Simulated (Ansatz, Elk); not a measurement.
# BiAs (model structure): optical spectrum from first principles, part 2 of 2

Aim: the dielectric function of BiAs (model structure), and the optical constants that follow from it. The structure is a model built here, which may or may not match a known phase. It was built so: All Sb replaced by Bi in the R-3m structure of SbAs. The cell is first relaxed with Ansatz.

Elk 11.2.3 (patched build); DFT, PBE, all-electron APW+lo, Dirac cores, scalar-relativistic bands, independent-particle optical response without local fields.

So far: The starting structure; Relaxation.

**3. Ground state**

The self-consistent density comes first; it also tells whether there is a gap, which decides the occupations and the need for a Drude term.

This step: DFT, PBE, all-electron APW+lo, Dirac cores, scalar-relativistic bands, ground state (Elk 11.2.3 (patched build)).

The input, elk.in:

```
tasks
  0
  120

xctype
  20

nempty
  14

lorbcnd
  .true.

rgkmax
  7.0

swidth
  0.0018375

maxscl
  100

epsengy
  1e-05

sppath
  './'

avec
  4.0289044493 2.3260890683 6.5807985729
  -4.0289044493 2.3260890683 6.5807985729
  0.0000000000 -4.6521781367 6.5807985729

atoms
  2
  'Bi.in'
  1
  0.5000000000 0.5000000000 0.5000000000   0.000 0.000 0.000
  'As.in'
  1
  1.0000000000 1.0000000000 1.0000000000   0.000 0.000 0.000

ngridk
  7 7 7

vkloff
  0.2500 0.5000 0.6250
```

The run is started by

```
$ OMP_NUM_THREADS=2 elk
```

Numbers of over 12 decimals in the logs are rounded to 6 here.

Output:

```text
┌─────────────────────────┐
│ Elk code version 11.2.3 │
└─────────────────────────┘

All units are atomic (Hartree, Bohr, etc.)

┌─────────────────────────────────────────────────┐
│ Ground-state run starting from atomic densities │
└─────────────────────────────────────────────────┘

Lattice vectors :
   4.028904449       2.326089068       6.580798573
  -4.028904449       2.326089068       6.580798573
   0.000000000      -4.652178137       6.580798573

Reciprocal lattice vectors :
  0.7797635047      0.4501966694      0.3182585030
 -0.7797635047      0.4501966694      0.3182585030
 -0.1029663581E-16 -0.9003933387      0.3182585030

Unit cell volume      :    370.0353002
Brillouin zone volume :   0.6703420277

Muffin-tin inner radius fraction :   0.1000000000E-01

Nuclei treated as point charges

Species : 1 (Bi)
 parameters loaded from : Bi.in
 name : bismuth
 nuclear charge    :   -83.00000000
 electronic charge :    83.00000000
 atomic mass :    380947.9285
 muffin-tin radius :    2.800000000
 number of radial points in muffin-tin :   1393
 inner part over the whole radius :   0.9976520004E-02
 number on inner part of muffin-tin    :   1001
 approximate nuclear radius :   0.1052171418E-03
 number of mesh points to nuclear radius :    526
 atomic positions (lattice), magnetic fields (Cartesian) :
  1 :   0.00000000  0.00000000  0.00000000    0.00000000  0.00000000  0.00000000

Species : 2 (As)
 parameters loaded from : As.in
 name : arsenic
 nuclear charge    :   -33.00000000
 electronic charge :    33.00000000
 atomic mass :    136573.7220
 muffin-tin radius :    2.400000000
 number of radial points in muffin-tin :    993
 inner part over the whole radius :   0.9862024899E-02
 number on inner part of muffin-tin    :    702
 approximate nuclear radius :   0.7712558785E-04
 number of mesh points to nuclear radius :    341
 atomic positions (lattice), magnetic fields (Cartesian) :
  1 :   0.50000000  0.50000000  0.50000000    0.00000000  0.00000000  0.00000000

Total number of atoms per unit cell :    2
Total muffin-tin volume :    149.8581584
 ratio of muffin-tin to unit cell volume :   0.4049834119

Spin treatment :
 spin-unpolarised

Number of Bravais lattice symmetries :   12
Number of crystal symmetries         :   12
Crystal has inversion symmetry
Real symmetric eigensolver will be used

k-point grid :      7     7     7
k-point offset :   0.2500000000      0.5000000000      0.6250000000
k-point set is reduced with full crystal symmetry group
Total number of k-points :      343

Muffin-tin radius times maximum |G+k| :    7.000000000
 using average radius
Maximum |G+k| for APW functions       :    2.692307692
Maximum (1/2)|G+k|²                   :    3.624260355
Maximum |G| for potential and density :    12.00000000
Constant for pseudocharge density :    8
 order of it for each species :   15  15
 order of it for pair densities of each species (exact exchange by exxq0 0: 15) :   11   8
Radial integration step length :    1

G-vector grid sizes :     32    32    32
Number of G-vectors :    10849

Maximum angular momentum used for
 APW functions            :    8
 outer part of muffin-tin :    6
 inner part of muffin-tin :    2

Total nuclear charge    :   -116.0000000
Total core charge       :    86.00000000
Total valence charge    :    30.00000000
Total excess charge     :    0.000000000
Total electronic charge :    116.0000000

Effective Wigner radius, rₛ :   0.9131991935

Number of empty states         :     28
Total number of valence states :     44
Total number of core states    :     86

Conduction state local-orbitals added automatically
Third-order local-orbitals added for an l without core states : F
Total number of local-orbitals :    128

Exchange-correlation functional :     20     0     0
 Perdew-Burke-Ernzerhof, Phys. Rev. Lett. 77, 3865 (1996)
 gradient requirement :    1
 generalised gradient approximation (GGA)

Smearing type :    3
 Fermi-Dirac
Smearing width :   0.1837500000E-02
Effective electronic temperature (K) :    580.2366081

Mixing type :    3
 Broyden mixing, J. Phys. A: Math. Gen. 17, L317 (1984)

Kohn-Sham potential initialised from atomic data

┌──────────────────────────────┐
│ Self-consistent loop started │
└──────────────────────────────┘

┌─────────────────┐
│ Loop number : 1 │
└─────────────────┘

Energies :
 Fermi                       :     0.94117366271276E-01
 sum of occupied eigenvalues :     -14693.053540695
 electron kinetic            :      27557.848776826
 core electron kinetic       :      27229.211027801
 Coulomb                     :     -50918.481590768
 Coulomb potential           :     -41611.733237506
 nuclear-nuclear             :     -1866.7115623766
 electron-nuclear            :     -56521.402354829
 Hartree                     :      7469.6323264373
 Madelung                    :     -30112.614972015
 xc potential                :     -639.16908001617
 exchange                    :     -475.82769462627
 correlation                 :     -6.740930
 electron entropic           :    -0.48833067238520E-05
 total energy                :     -23843.201443356

Density of states at Fermi energy :   0.2067464720
 (states/Hartree/unit cell)

Estimated indirect band gap :   0.1664834753E-01
 from k-point 285 to k-point 172
Estimated direct band gap   :   0.2412436880E-01
 at k-point 172

Charges :
 core                        :    86.00000000
 valence                     :    30.00000000
 interstitial                :    3.570098652
 muffin-tins (core leakage)
  species : 1 (Bi)
   atom 1                    :    80.84196823     (  0.6983994623E-03)
  species : 2 (As)
   atom 1                    :    31.58793312     (  0.1410236042E-03)
 total in muffin-tins        :    112.4299013
 total calculated charge     :    115.9986964
 total charge                :    116.0000000
 error                       :   0.1303611380E-02

┌─────────────────┐
│ Loop number : 2 │
└─────────────────┘

Energies :
 Fermi                       :     0.95297092267467E-01
 sum of occupied eigenvalues :     -14692.976509385
 electron kinetic            :      27557.260307026
 core electron kinetic       :      27228.751583900
 Coulomb                     :     -50918.497494664
 Coulomb potential           :     -41611.656372423
 nuclear-nuclear             :     -1866.7115623766
 electron-nuclear            :     -56521.508235901
 Hartree                     :      7469.7223036138
 Madelung                    :     -30112.669308452
 xc potential                :     -638.58044398789
 exchange                    :     -475.82787243758
 correlation                 :     -6.740984
 electron entropic           :    -0.51737851762229E-05
 total energy                :     -23843.806049614

Density of states at Fermi energy :   0.2205921559
 (states/Hartree/unit cell)

Estimated indirect band gap :   0.1648353673E-01
 from k-point 285 to k-point 172
Estimated direct band gap   :   0.2404899414E-01
 at k-point 172

Charges :
 core                        :    86.00000000
 valence                     :    30.00000000
 interstitial                :    3.570400928
 muffin-tins (core leakage)
  species : 1 (Bi)
   atom 1                    :    80.84692743     (  0.6977203161E-03)
  species : 2 (As)
   atom 1                    :    31.58267165     (  0.1410856565E-03)
 total in muffin-tins        :    112.4295991
 total calculated charge     :    115.9986977
 total charge                :    116.0000000
 error                       :   0.1302318307E-02

RMS change in Kohn-Sham potential (target) :   0.2017894867     (  0.1000000000E-05)
Absolute change in total energy (target)   :   0.6046062582     (  0.1000000000E-04)

[... 13 loops left out ...]

┌──────────────────┐
│ Loop number : 16 │
└──────────────────┘

Energies :
 Fermi                       :     0.223706
 sum of occupied eigenvalues :     -14680.257609921
 electron kinetic            :      27558.302936485
 core electron kinetic       :      27228.175712763
 Coulomb                     :     -50918.364106143
 Coulomb potential           :     -41607.551075148
 nuclear-nuclear             :     -1866.7115623766
 electron-nuclear            :     -56525.149664396
 Hartree                     :      7473.4971206300
 Madelung                    :     -30114.588568568
 xc potential                :     -631.00947125810
 exchange                    :     -475.84388711589
 correlation                 :     -6.742406
 electron entropic           :    -0.66689965577995E-04
 total energy                :     -23842.647529742

Density of states at Fermi energy :    4.470055432
 (states/Hartree/unit cell)

Estimated indirect band gap :   0.5938517915E-02
 from k-point 44 to k-point 148
Estimated direct band gap   :   0.1443697509E-01
 at k-point 341

Charges :
 core                        :    86.00000000
 valence                     :    30.00000000
 interstitial                :    3.531892300
 muffin-tins (core leakage)
  species : 1 (Bi)
   atom 1                    :    81.08336239     (  0.6684237675E-03)
  species : 2 (As)
   atom 1                    :    31.38474531     (  0.1411043811E-03)
 total in muffin-tins        :    112.4681077
 total calculated charge     :    115.9987678
 total charge                :    116.0000000
 error                       :   0.1232184952E-02

RMS change in Kohn-Sham potential (target) :   0.2919359975E-07 (  0.1000000000E-05)
Absolute change in total energy (target)   :   0.6994014257E-05 (  0.1000000000E-04)

Convergence targets achieved

┌──────────────────┐
│ Loop number : 17 │
└──────────────────┘

Energies :
 Fermi                       :     0.223706
 sum of occupied eigenvalues :     -14680.257610311
 electron kinetic            :      27558.302936230
 core electron kinetic       :      27228.175712553
 Coulomb                     :     -50918.364105712
 Coulomb potential           :     -41607.551074654
 nuclear-nuclear             :     -1866.7115623766
 electron-nuclear            :     -56525.149663943
 Hartree                     :      7473.4971206078
 Madelung                    :     -30114.588568384
 xc potential                :     -631.00947188706
 exchange                    :     -475.84388711568
 correlation                 :     -6.742406
 electron entropic           :    -0.66689975296463E-04
 total energy                :     -23842.647529566

Density of states at Fermi energy :    4.470056229
 (states/Hartree/unit cell)

Estimated indirect band gap :   0.5938517104E-02
 from k-point 44 to k-point 148
Estimated direct band gap   :   0.1443697407E-01
 at k-point 341

Charges :
 core                        :    86.00000000
 valence                     :    30.00000000
 interstitial                :    3.531892265
 muffin-tins (core leakage)
  species : 1 (Bi)
   atom 1                    :    81.08336240     (  0.6684237620E-03)
  species : 2 (As)
   atom 1                    :    31.38474534     (  0.1411043810E-03)
 total in muffin-tins        :    112.4681077
 total calculated charge     :    115.9987678
 total charge                :    116.0000000
 error                       :   0.1232184976E-02

┌──────────────────────────────┐
│ Self-consistent loop stopped │
└──────────────────────────────┘

Warning : core states of species 1 leak from the muffin-tin :   0.6684237620E-03

Warning : core states of species 2 leak from the muffin-tin :   0.1411043810E-03

Wrote STATE.OUT
```

The job ended after 89 s (2 threads of Arm Neoverse V2, shared host; peak memory 0.17 GiB; 2.9 min of CPU time).

Numbers from this step:

| Item | Value |
| --- | --- |
| total energy | -23843 Ha |
| Fermi energy | 6.087 eV |
| DOS at the Fermi level | 0.1643 states/eV/cell |

There are states at the Fermi level within the smearing, so the occupations stay smeared and the carriers get a Drude term.

**4. Independent particles**

With the density converged, the vertical transitions are summed over the zone.

This step: DFT, PBE, all-electron APW+lo, Dirac cores, scalar-relativistic bands, independent-particle optical response without local fields (Elk 11.2.3 (patched build)).

elk.in, as its differences from that of step 3:

```diff
@@ -1,4 +1,10 @@
 tasks
-  0
-  120
+  121
+
+optcomp
+  1 1
+  3 3
+
+intraband
+  .true.
 
@@ -17,9 +23,7 @@
 swidth
-  0.0018375
+  0.0036749
 
-maxscl
-  100
-
-epsengy
-  1e-05
+wplot
+  400 100 0
+  0.0 1.10248
```

The run is started by

```
$ OMP_NUM_THREADS=2 elk
```

Output:

```text
┌─────────────────────────────────┐
│ Elk code version 11.2.3 started │
└─────────────────────────────────┘

Info(readinput): the functional depends on the density's gradient
 muffin-tin radial points multiplied by    2.00000
 (not where nrmtscf is given)

┌────────────────────┐
│ Current task : 121 │
└────────────────────┘

Info(findsymcrys): atomic basis shift (lattice) :
  0.5000000000      0.5000000000      0.5000000000
See GEOMETRY.OUT for new atomic positions

Info(dielectric):
 dielectric tensor written to EPSILON_ij.OUT
 optical conductivity written to SIGMA_ij.OUT
 plasma frequency written to PLASMA_ij.OUT
 for components
  i = 1, j = 1
  i = 3, j = 3

┌──────────────────┐
│ Elk code stopped │
└──────────────────┘
```

It took 2.7 s on 2 threads; peak memory 0.03 GiB; 5.9 s of CPU time.

This step gave:

* centre of weight of the strongest loss peak in the window: 17.56 eV
* Drude plasma energy, first axis: 4.237 eV

The Im ε has structure finer than the step of the table below, so its rows give means over 2 eV, whole bins alone (the curve runs from 0.3 to 29.9 eV). Peaks (eV: height): E ∥ x 0.5: 587; E ∥ z 0.7: 454.

Sum at mesh points, not converged in k. Table of Im ε by photon energy; means over each step:

| photon energy (eV) | E ∥ x | E ∥ z |
| --- | --- | --- |
| 2 | 26.2 | 26.1 |
| 4 | 1.44 | 1.29 |
| 6 | 3.89 | 3.90 |
| 8 | 3.11 | 3.06 |
| 10 | 1.24 | 1.23 |
| 12 | 0.816 | 0.817 |
| 14 | 0.509 | 0.510 |
| 16 | 0.381 | 0.384 |
| 18 | 0.186 | 0.177 |
| 20 | 0.108 | 0.114 |
| 22 | 0.104 | 0.0997 |
| 24 | 0.294 | 0.292 |
| 26 | 0.265 | 0.267 |
| 28 | 0.206 | 0.206 |

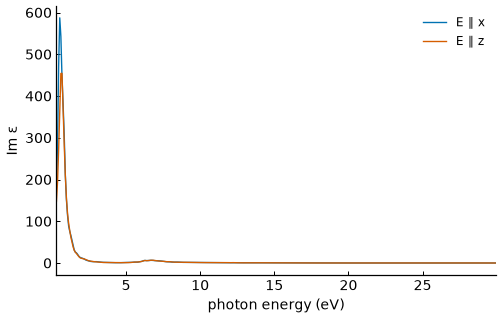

Im ε against photon energy.

Values under 1 per cm are given as 1; sum at mesh points, not converged in k. Absorption coefficient against photon energy:

```csv
photon energy (eV),E ∥ x (1/cm),E ∥ z (1/cm)
2.02,1.4e6,1.3e6
3.98,1.2e6,1.1e6
6.00,6.8e5,6.4e5
8.03,1.6e6,1.6e6
9.97,1.4e6,1.3e6
12.00,1.2e6,1.2e6
14.03,1.1e6,1.0e6
15.97,8.3e5,7.8e5
18.00,3.8e5,3.3e5
20.02,1.8e5,1.9e5
21.98,1.3e5,1.3e5
24.00,4.3e5,4.0e5
26.02,4.3e5,4.0e5
27.98,4.0e5,3.9e5
```

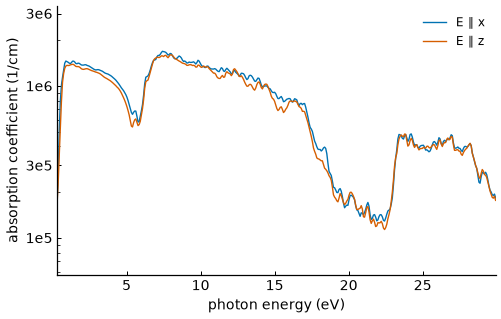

Absorption coefficient against photon energy.

The loss function −Im 1/ε at q → 0 has structure finer than the step of the table below, so its rows give means over 2 eV, whole bins alone (the curve runs from 0.3 to 29.9 eV). Peaks (eV: height): E ∥ x 17.6: 4.87; E ∥ z 15.2: 2.86, 17.5: 4.56.

Sum at mesh points, not converged in k. Table of loss function −Im 1/ε at q → 0 by energy loss; means over each step:

| energy loss (eV) | E ∥ x | E ∥ z |
| --- | --- | --- |
| 2 | 0.00538 | 0.00651 |
| 4 | 0.0299 | 0.0410 |
| 6 | 0.256 | 0.287 |
| 8 | 0.150 | 0.167 |
| 10 | 0.295 | 0.327 |
| 12 | 0.567 | 0.646 |
| 14 | 1.19 | 1.39 |
| 16 | 2.44 | 2.60 |
| 18 | 3.46 | 2.87 |
| 20 | 0.741 | 0.603 |
| 22 | 0.271 | 0.234 |
| 24 | 0.526 | 0.486 |
| 26 | 0.513 | 0.485 |
| 28 | 0.453 | 0.424 |

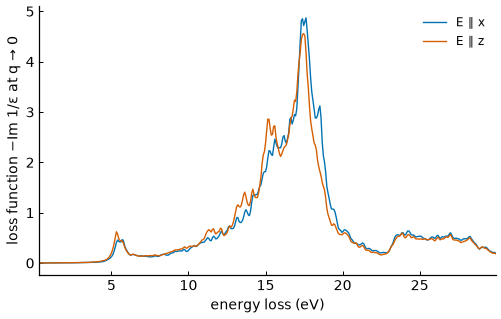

Loss function −Im 1/ε at q → 0 against energy loss.

Sum at mesh points, not converged in k. The reflectivity at normal incidence by photon energy; read off at these points:

```csv
photon energy (eV),E ∥ x (%),E ∥ z (%)
1.0,91.8,90.5
2.0,92.8,92.0
2.6,94.3,92.5
3.0,91.9,92.5
3.3,92.8,93.5
4.0,91.8,89.7
5.0,71.7,64.6
6.0,20.3,19.1
7.0,46.3,47.3
8.0,61.0,57.3
8.2,59.8,59.9
8.7,62.8,57.3
9.0,59.0,55.3
10.0,59.9,52.4
11.0,50.7,50.6
12.0,49.4,42.4
13.0,47.4,46.6
14.0,47.4,38.5
15.0,36.5,36.0
16.0,27.9,20.7
17.0,30.3,26.1
18.0,17.5,14.4
19.0,10.7,8.26
20.0,5.00,4.00
21.0,2.96,2.63
22.0,1.57,1.28
23.0,0.446,0.388
24.0,1.75,1.54
25.0,1.70,1.38
26.0,1.46,1.23
27.0,2.05,1.85
28.0,1.58,1.33
29.0,1.12,1.04
```

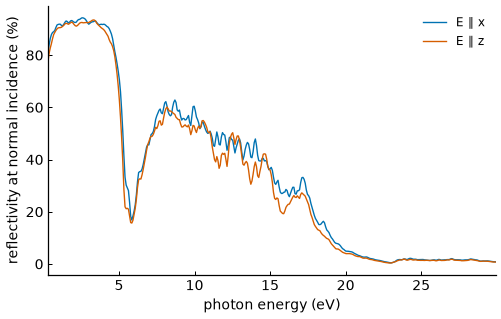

Reflectivity at normal incidence, plotted against photon energy.

From ε follow the optical constants at some laser and lamp lines:

```
wavelength (nm)   n x     k x  R (%) x   1/α x   n z     k z  R (%) z   1/α z
           1550  9.86  16.838     90.2  7.3 nm  9.94  15.722     89.2  7.8 nm
            800  1.55   9.025     93.0  7.1 nm  1.59   8.612     92.1  7.4 nm
            633  0.91   6.924     92.9  7.3 nm  0.89   6.532     92.3  7.7 nm
            405  0.37   4.129     92.2  7.8 nm  0.31   3.940     92.8  8.2 nm
            365  0.25   3.615     93.1  8.0 nm  0.22   3.380     93.3  8.6 nm
            248  0.33   1.687     71.7   12 nm  0.35   1.467     64.6   13 nm
            193  1.63   1.785     35.4  8.6 nm  1.72   1.675     32.6  9.2 nm
```

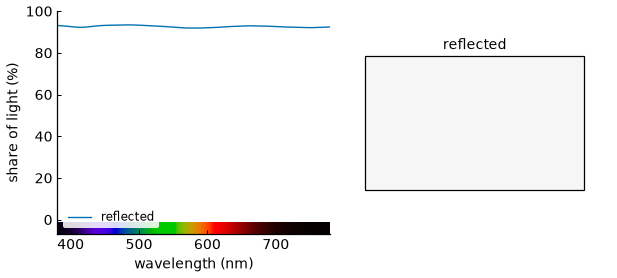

Light reflected across the visible range, with the colour that it makes of daylight (sRGB).

A polished face would reflect 92 % of daylight and look near white (CIE x = 0.312, y = 0.328 under D65).

**5. Outcome**

| Item | Value |
| --- | --- |
| Drude plasma energy, first axis | 4.24 eV |
| centre of weight of the strongest loss peak in the window, first axis | 17.6 eV |

In words: At this level (PBE, independent particles) BiAs is a semimetal or has a tiny gap, with few carriers whose number hangs on mesh and smearing, and a Drude plasma energy of 4.3 eV. The mesh is too coarse to trust the carriers' weight, the reflectivity or the colour to better than tens of per cent. The cell shrank by 1.4 % in volume. Along x the bare Drude plasma energy is 4.2 eV; Re ε first rises through zero at 0.20 eV, far lower, because interband transitions screen the carriers. Im ε is 280 there, so the loss peak at that energy is weak. A polished face would reflect 92 % of daylight and look near white (CIE x = 0.312, y = 0.328 under D65). The carriers' damping of 0.1 eV is typed, not computed; at 0.8 eV the carriers give 1 % of Im ε along the first axis; the rest comes from the sum over bands, which at low energy also holds close bands and the noise of the mesh. Spin-orbit coupling is left out although heavy atoms are present. The sum runs over mesh points 0.26 Å⁻¹ apart with no interpolation, so peaks are partly noise of the mesh, and the Drude plasma energy, a sum over the Fermi surface, isn't converged. Besides steps told in other documents, this task had 4 steps that ran out of time; those not told in a step above aren't shown.

[Machine, clock and banner lines and Python warnings are left out of the logs.]

[Logs are printed without paths, hosts, clocks, repeated set-up lines and the standing remarks that a program may print on its own settings, such as how far it seeks lower states.]

[Hosts, paths, dates, database ids (printed as entryN), source tags and the programs' standing remarks are cut or masked in the printed files.]
